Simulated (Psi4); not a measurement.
**singlet [N2H3]+: levels of theory compared**

Wanted: a comparison of 5 runs (B3LYP/6-31G*, CAM-B3LYP/def2-TZVP, M06-2X/def2-TZVP, MP2/def2-TZVP, CCSD(T)/def2-TZVP) of singlet [N2H3]+. 

The results are computed with Psi4 1.11.

### Step 1. The structure to begin with

The species is [N2H3]+ (5 atoms), meant as a singlet with charge +1. SMILES of the parent species: `[NH]N`. The coordinates come from a PBE0-D4/def2-TZVP relaxation. This is one conformer, not always the lowest. That shape belongs to the parent species and isn't relaxed for this state.

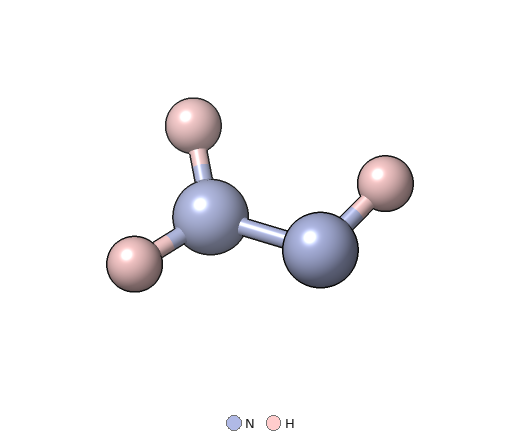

Viewed from a chosen angle; nitrogen light blue, hydrogen pink.

### Step 2. Energy and gradient at B3LYP/6-31G(d) (Cartesian functions) (run 1)

Input file h3n2.json:

```json
{
  "schema_name": "qcschema_input",
  "schema_version": 1,
  "molecule": {
    "schema_name": "qcschema_molecule",
    "schema_version": 2,
    "symbols": ["N", "N", "H", "H", "H"],
    "geometry": [-0.35451262, -1.54589046, 0.85801125, -0.24313216, 0.44523837, -0.69626959, 1.4358895, -1.79797992, 1.53307811, -1.94821315, 1.11928478, -1.20948141, 1.10994954, 1.77932832, -0.48533836],
    "molecular_charge": 1,
    "molecular_multiplicity": 1,
    "fix_symmetry": "c1"
  },
  "driver": "gradient",
  "model": {
    "method": "b3lyp",
    "basis": "6-31G*"
  },
  "keywords": {
    "puream": false,
    "e_convergence": 1e-09,
    "d_convergence": 1e-08,
    "scf_type": "pk",
    "dft_radial_points": 99,
    "dft_spherical_points": 590,
    "scf_properties": ["WIBERG_LOWDIN_INDICES", "MAYER_INDICES", "MULLIKEN_CHARGES"]
  }
}
```

The run is started by

```bash
psi4 --qcschema h3n2.json -n 1 --memory 2200MB
```

stdout:

```text
[...]
  Running in c1 symmetry.
[...]
  Nuclear repulsion =   36.727994691660108
[...]
  Multiplicity = 1
[...]
  Nalpha       = 8
  Nbeta        = 8
[...]
    Number of basis functions: 36
[...]
   @RKS iter   1:  -110.89370860560918   -4.42419e-02   7.00764e-03 ADIIS/DIIS
[...]
   @RKS iter  10:  -110.92244315408223   -3.26850e-13   3.06280e-09 DIIS
[...]
    Orbital Energies [Eh]
    ---------------------
    Doubly Occupied:
       1A    -14.771077     2A    -14.754729     3A     -1.346845
       4A     -1.081141     5A     -0.899144     6A     -0.824225
       7A     -0.714275     8A     -0.634325
[...]
  @RKS Final Energy:  -110.92244315408223
   => Energetics <=
    Nuclear Repulsion Energy =             36.7279946916601077
    One-Electron Energy =                -216.8149873330148694
    Two-Electron Energy =                  80.8936722611047259
    DFT Exchange-Correlation Energy =     -11.7291227738321986
    Empirical Dispersion Energy =           0.0000000000000000
    VV10 Nonlocal Energy =                  0.0000000000000000
    Total Energy =                       -110.9224431540822309
[...]
 Multipole Moments:
 ------------------------------------------------------------------------------------
     Multipole            Electronic (a.u.)      Nuclear  (a.u.)        Total (a.u.)
 ------------------------------------------------------------------------------------
 L = 1.  Multiply by 2.5417464519 to convert [e a0] to [Debye]
 Dipole X            :         -0.0839278            0.6691287            0.5852008
 Dipole Y            :         -0.3025525            1.2323074            0.9297550
 Dipole Z            :          0.0863364           -0.1810898           -0.0947534
 Magnitude           :                                                    1.1026706
[...]
  Mulliken Charges: (a.u.)
   Center  Symbol    Alpha    Beta     Spin     Total
       1     N     3.52449  3.52449  0.00000 -0.04897
       2     N     3.65694  3.65694  0.00000 -0.31388
       3     H     0.28401  0.28401  0.00000  0.43199
       4     H     0.26348  0.26348  0.00000  0.47305
       5     H     0.27109  0.27109  0.00000  0.45782
   Total alpha =  8.00000, Total beta =  8.00000, Total charge =  1.00000
  Mayer Bond Indices:
[...]
  -Total Gradient:
     Atom            X                  Y                   Z
    ------   -----------------  -----------------  -----------------
       1        0.002920412789    -0.076114334083     0.080952944667
       2        0.014994403677     0.075519456784    -0.099828797617
       3       -0.012534949757     0.002492668038    -0.009023381727
       4        0.017693791567     0.002173638002     0.016655731896
       5       -0.023073618628    -0.004071298068     0.011243341566
[...]
```

The result, in JSON:

```text
{
 "driver": "gradient",
 "model": {
  "method": "b3lyp",
  "basis": "6-31G*"
 },
 "success": true,
 "return_result": [0.0029204127888562414, -0.07611433408341284, 0.08095294466698975, 0.014994403677463103, 0.0755194567840438, -0.09982879761674693, -0.01253494975706318, 0.002492668037855389, -0.009023381727230356, 0.017693791566950112, 0.0021736380020503238, 0.016655731895533488, -0.023073618627541703, -0.004071298067814116, 0.011243341566006478],
 "properties": {
  "calcinfo_nbasis": 36,
  "calcinfo_nmo": 36,
  "calcinfo_nalpha": 8,
  "calcinfo_nbeta": 8,
  "calcinfo_natom": 5,
  "nuclear_repulsion_energy": 36.72799469166011,
  "return_energy": -110.92244315408223,
  "return_gradient": [0.0029204127888562414, -0.07611433408341284, 0.08095294466698975, 0.014994403677463103, 0.0755194567840438, -0.09982879761674693, -0.01253494975706318, 0.002492668037855389, -0.009023381727230356, 0.017693791566950112, 0.0021736380020503238, 0.016655731895533488, -0.023073618627541703, -0.004071298067814116, 0.011243341566006478],
  "scf_one_electron_energy": -216.81498733301487,
  "scf_two_electron_energy": 80.89367226110473,
  "scf_xc_energy": -11.729122773832199,
  "scf_dipole_moment": [0.5852008421947218, 0.9297549764333293, -0.0947533589880244],
  "scf_total_energy": -110.92244315408223,
  "scf_total_gradient": [0.0029204127888562414, -0.07611433408341284, 0.08095294466698975, 0.014994403677463103, 0.0755194567840438, -0.09982879761674693, -0.01253494975706318, 0.002492668037855389, -0.009023381727230356, 0.017693791566950112, 0.0021736380020503238, 0.016655731895533488, -0.023073618627541703, -0.004071298067814116, 0.011243341566006478],
  "scf_iterations": 10
 }
}
```

Run time: 15 s. Hardware: 1 thread of Intel Xeon at 2.50GHz (Skylake/Cascade Lake), shared host; peak memory 0.51 GiB.

### Step 3. Energy and forces at CAM-B3LYP/def2-TZVP (run 2)

Input file h3n2.xyz:

```xyz
5
H3N2
N     -0.187600    -0.818050     0.454040
N     -0.128660     0.235610    -0.368450
H      0.759840    -0.951450     0.811270
H     -1.030950     0.592300    -0.640030
H      0.587360     0.941580    -0.256830
```

Input file calc.py:

```python
import psi4

psi4.set_memory(2200000000)
psi4.set_num_threads(1)
psi4.set_output_file('output.dat', False)

with open('h3n2.xyz') as f:
    atoms = ''.join(f.readlines()[2:])
geom = psi4.geometry('1 1\n' + atoms + 'symmetry c1')

psi4.set_options({
    'puream': True,
    'e_convergence': 1e-09,
    'd_convergence': 1e-08,
    'scf_type': 'pk',
    'dft_radial_points': 99,
    'dft_spherical_points': 590,
})

E, wfn = psi4.gradient("cam-b3lyp/def2-TZVP", return_wfn=True)
psi4.oeprop(wfn, "WIBERG_LOWDIN_INDICES", "DIPOLE", "QUADRUPOLE", title="CAM-B3LYP")
print('gradient / Eh bohr^-1')
print(E.np.round(6))
print(f'energy = {wfn.energy():.10f} Eh')
```

The run is started by

```bash
python calc.py
```

output.dat:

```text
[...]
  Running in c1 symmetry.
[...]
  Nuclear repulsion =   36.727994683701468
[...]
  Multiplicity = 1
[...]
  Nalpha       = 8
  Nbeta        = 8
[...]
    Number of basis functions: 80
[...]
   @RKS iter   1:  -110.88546165722882   -1.59810e-01   3.34090e-03 ADIIS/DIIS
[...]
   @RKS iter  11:  -110.91659565609800   -1.82894e-11   7.95328e-09 DIIS
[...]
    Orbital Energies [Eh]
    ---------------------
    Doubly Occupied:
       1A    -14.818379     2A    -14.806221     3A     -1.423346
       4A     -1.152124     5A     -0.965852     6A     -0.888737
       7A     -0.778086     8A     -0.702593
[...]
  @RKS Final Energy:  -110.91659565609800
   => Energetics <=
    Nuclear Repulsion Energy =             36.7279946837014677
    One-Electron Energy =                -216.9814994012373006
    Two-Electron Energy =                  79.9139153429028113
    DFT Exchange-Correlation Energy =     -10.5770062814649677
    Empirical Dispersion Energy =           0.0000000000000000
    VV10 Nonlocal Energy =                  0.0000000000000000
    Total Energy =                       -110.9165956560979964
[...]
  -Total Gradient:
     Atom            X                  Y                   Z
    ------   -----------------  -----------------  -----------------
       1       -0.002289589274    -0.089740752209     0.090327296832
       2        0.018452702282     0.083633865424    -0.108480812649
       3       -0.009497824004     0.002377691631    -0.008367967912
       4        0.014626967930     0.003831020849     0.015860960555
       5       -0.021292323203    -0.000101687953     0.010660413530
[...]
 Multipole Moments:
 ------------------------------------------------------------------------------------
     Multipole            Electronic (a.u.)      Nuclear  (a.u.)        Total (a.u.)
 ------------------------------------------------------------------------------------
 L = 1.  Multiply by 2.5417464519 to convert [e a0] to [Debye]
 Dipole X            :         -0.1011916            0.6691287            0.5679370
 Dipole Y            :         -0.3282912            1.2323074            0.9040162
 Dipole Z            :          0.0708938           -0.1810898           -0.1101959
 Magnitude           :                                                    1.0732851
 L = 2.  Multiply by 1.3450342976 to convert [e a0^2] to [Debye ang]
 Quadrupole XX       :        -13.3130597            7.6527978           -5.6602619
 Quadrupole XY       :          0.0209913           -1.0533330           -1.0323417
[...]
```

On the terminal:

```text
gradient / Eh bohr^-1
[[-2.29000e-03 -8.97410e-02  9.03270e-02]
 [ 1.84530e-02  8.36340e-02 -1.08481e-01]
 [-9.49800e-03  2.37800e-03 -8.36800e-03]
 [ 1.46270e-02  3.83100e-03  1.58610e-02]
 [-2.12920e-02 -1.02000e-04  1.06600e-02]]
energy = -110.9165956561 Eh
```

Wall time 34 s (1 thread of Intel Xeon at 2.50GHz (Skylake/Cascade Lake), shared host); peak memory 0.95 GiB.

Runs 3 to 4 aren't shown in full; the table further down has their settings and results.

### Step 4. A single-point energy at CCSD(T)/def2-TZVP (run 5)

Input file input.json:

```json
{
  "schema_name": "qcschema_input",
  "schema_version": 1,
  "molecule": {
    "schema_name": "qcschema_molecule",
    "schema_version": 2,
    "symbols": ["N", "N", "H", "H", "H"],
    "geometry": [-0.35451262, -1.54589046, 0.85801125, -0.24313216, 0.44523837, -0.69626959, 1.4358895, -1.79797992, 1.53307811, -1.94821315, 1.11928478, -1.20948141, 1.10994954, 1.77932832, -0.48533836],
    "molecular_charge": 1,
    "molecular_multiplicity": 1,
    "fix_symmetry": "c1",
    "fix_com": true,
    "fix_orientation": true
  },
  "driver": "energy",
  "model": {
    "method": "ccsd(t)",
    "basis": "def2-TZVP"
  },
  "keywords": {
    "puream": true,
    "e_convergence": 1e-09,
    "d_convergence": 1e-08,
    "scf_type": "pk",
    "num_frozen_docc": 2
  }
}
```

The run is started by

```bash
psi4 --qcschema input.json -n 1 --memory 2200MB
```

stdout:

```text
[...]
  Running in c1 symmetry.
[...]
  Nuclear repulsion =   36.727994691660108
[...]
  Multiplicity = 1
[...]
  Nalpha       = 8
  Nbeta        = 8
[...]
    Number of basis functions: 80
[...]
   @RHF iter   1:  -110.27323179786146   -3.25430e-01   3.28334e-03 DIIS/ADIIS
[...]
   @RHF iter  14:  -110.32352107911549   -7.14806e-12   4.29184e-09 DIIS
[...]
    Orbital Energies [Eh]
    ---------------------
    Doubly Occupied:
       1A    -16.006823     2A    -15.986747     3A     -1.654789
       4A     -1.324452     5A     -1.082965     6A     -0.995425
       7A     -0.835236     8A     -0.813733
[...]
  @RHF Final Energy:  -110.32352107911549
   => Energetics <=
    Nuclear Repulsion Energy =             36.7279946916601077
    One-Electron Energy =                -216.7026911457457459
    Two-Electron Energy =                  69.6511753749701370
    Total Energy =                       -110.3235210791154941
[...]
 Multipole Moments:
 ------------------------------------------------------------------------------------
     Multipole            Electronic (a.u.)      Nuclear  (a.u.)        Total (a.u.)
 ------------------------------------------------------------------------------------
 L = 1.  Multiply by 2.5417464519 to convert [e a0] to [Debye]
 Dipole X            :          3.9160397           -3.5858876            0.3301521
 Dipole Y            :          6.9540093           -6.6039314            0.3500779
 Dipole Z            :         -0.9048301            0.9704500            0.0656198
 Magnitude           :                                                    0.4856552
[...]
      * MP2 total energy                      = -110.721933358152299
[...]
      * CCSD total energy                     = -110.739830091940703
[...]
      * CCSD(T) total energy                  = -110.759857986852694
[...]
```

The result, in JSON:

```text
{
 "driver": "energy",
 "model": {
  "method": "ccsd(t)",
  "basis": "def2-TZVP"
 },
 "success": true,
 "return_result": -110.7598579868527,
 "properties": {
  "calcinfo_nbasis": 80,
  "calcinfo_nmo": 80,
  "calcinfo_nalpha": 8,
  "calcinfo_nbeta": 8,
  "calcinfo_natom": 5,
  "nuclear_repulsion_energy": 36.72799469166011,
  "return_energy": -110.7598579868527,
  "scf_one_electron_energy": -216.70269114574575,
  "scf_two_electron_energy": 69.65117537497014,
  "scf_dipole_moment": [0.3301521390859907, 0.3500778932221076, 0.06561981899054581],
  "scf_total_energy": -110.3235210791155,
  "scf_iterations": 14,
  "mp2_same_spin_correlation_energy": -0.0932095055526887,
  "mp2_opposite_spin_correlation_energy": -0.30520277348346647,
  "mp2_singles_energy": -3.6791851384974976e-27,
  "mp2_doubles_energy": -0.39841227903615517,
  "mp2_correlation_energy": -0.39841227903615517,
  "mp2_total_energy": -110.7219333581523,
  "ccsd_same_spin_correlation_energy": -0.08143151076976102,
  "ccsd_opposite_spin_correlation_energy": -0.33487750205479677,
  "ccsd_singles_energy": 0.0,
  "ccsd_doubles_energy": -0.4163090128245578,
  "ccsd_correlation_energy": -0.4163090128245576,
  "ccsd_total_energy": -110.7398300919407,
  "ccsd_iterations": 20,
  "ccsd_prt_pr_correlation_energy": -0.4363369077365512,
  "ccsd_prt_pr_total_energy": -110.7598579868527
 }
}
```

Wall time 34 s (1 thread of Intel Xeon at 2.50GHz (Skylake/Cascade Lake), shared host); peak memory 0.63 GiB.

### Step 5. All runs side by side

```
run                               level  Cartesian functions      task  energy (Eh)  HOMO energy (eV)  LUMO energy (eV)  HOMO–LUMO gap (eV)  wall time
  1  B3LYP/6-31G* (Cartesian functions)                  yes  gradient  -110.922443            -17.26            -11.63                5.63       15 s
  2                 CAM-B3LYP/def2-TZVP                   no  gradient  -110.916596            -19.12            -10.08                9.04       34 s
  3                    M06-2X/def2-TZVP                   no    energy  -110.913294            -19.20            -10.10                9.10       38 s
  4                       MP2/def2-TZVP                   no    energy  -110.721933            -22.14             -6.48               15.66      8.7 s
  5                   CCSD(T)/def2-TZVP                   no    energy  -110.759858            -22.14             -6.48               15.66       34 s
```

### Step 6. Results

```
                                          quantity          value
                               run 5: total energy  -110.75986 Eh
        run 5: HOMO energy (Hartree–Fock orbitals)      -22.14 eV
        run 5: LUMO energy (Hartree–Fock orbitals)       -6.48 eV
      run 5: HOMO–LUMO gap (Hartree–Fock orbitals)       15.66 eV
run 5: correlation energy (2 core orbitals frozen)     -436.3 mEh
                             run 5: (T) correction     -20.03 mEh
                              run 5: T1 diagnostic          0.026
```

What this shows: Over runs 1, 2, 3 the HOMO–LUMO gap runs from 5.63 eV (B3LYP/6-31G*) to 9.10 eV (M06-2X/def2-TZVP). The two ends differ in method and basis. Totals of different functionals can't be ranked against each other. All runs together took 2.2 min, the longest 38 s.
